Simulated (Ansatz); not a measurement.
## Abstraction of H: NaOH + C2H6GaO → NaO + C2H7GaO

Species: NaOH `[OH][Na]`, singlet; C2H6GaO `C[O][Ga][CH3]`, doublet; NaO, doublet; C2H7GaO `C[O][GaH][CH3]`, singlet. A radical takes H: the energy is the difference in strength between the O–H bond broken and the Ga–H bond made.

Shapes, held fixed at every level: PBE0-D4/def2-TZVP. Flexible molecules stand in one conformer, not always the lowest. Programs: Ansatz 0.2.0. The zero-point and thermal change to 298 K, harmonic and unscaled (PBE0-D4/def2-TZVP), is -8.8 kJ/mol.

```json
{"level": "MP2/def2-SVP", "kind": "perturbation theory", "ΔH(298 K) (kJ/mol)": "+164.3", "less CCSD(T)/def2-TZVPP": "+16.4"}
{"level": "MP2/def2-TZVPP", "kind": "perturbation theory", "ΔH(298 K) (kJ/mol)": "+177.7", "less CCSD(T)/def2-TZVPP": "+29.8"}
{"level": "HF/def2-TZVPP", "kind": "Hartree–Fock", "ΔH(298 K) (kJ/mol)": "+83.1", "less CCSD(T)/def2-TZVPP": "-64.8"}
{"level": "PBE-D4/def2-TZVPP", "kind": "GGA", "ΔH(298 K) (kJ/mol)": "+163.7", "less CCSD(T)/def2-TZVPP": "+15.8"}
{"level": "PBE0-D4/def2-TZVPP", "kind": "global hybrid", "ΔH(298 K) (kJ/mol)": "+150.5", "less CCSD(T)/def2-TZVPP": "+2.6"}
{"level": "wB97X-V/def2-TZVPP", "kind": "range-separated hybrid", "ΔH(298 K) (kJ/mol)": "+137.7", "less CCSD(T)/def2-TZVPP": "-10.2"}
{"level": "CCSD/def2-TZVPP", "kind": "coupled cluster or CI", "ΔH(298 K) (kJ/mol)": "+141.5", "less CCSD(T)/def2-TZVPP": "-6.4"}
{"level": "CCSD(T)/def2-TZVPP", "kind": "coupled cluster or CI", "ΔH(298 K) (kJ/mol)": "+147.9", "less CCSD(T)/def2-TZVPP": "0.0"}
```

The highest level, CCSD(T)/def2-TZVPP, gives ΔH(298 K) = +147.9 kJ/mol; the levels span +83.1 to +177.7. The column of differences is taken from that level and isn't an error. No measured value is set beside it here. Open shells run unrestricted. Relativity is left out for Ga. Outer-core shells of Ga, Na are correlated, in sets that cover them unevenly.

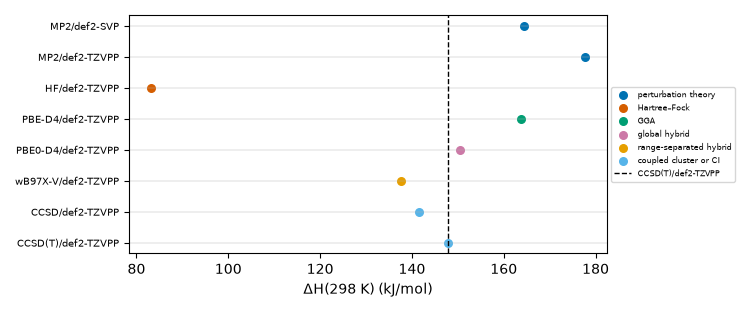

The values of the table, level by level.
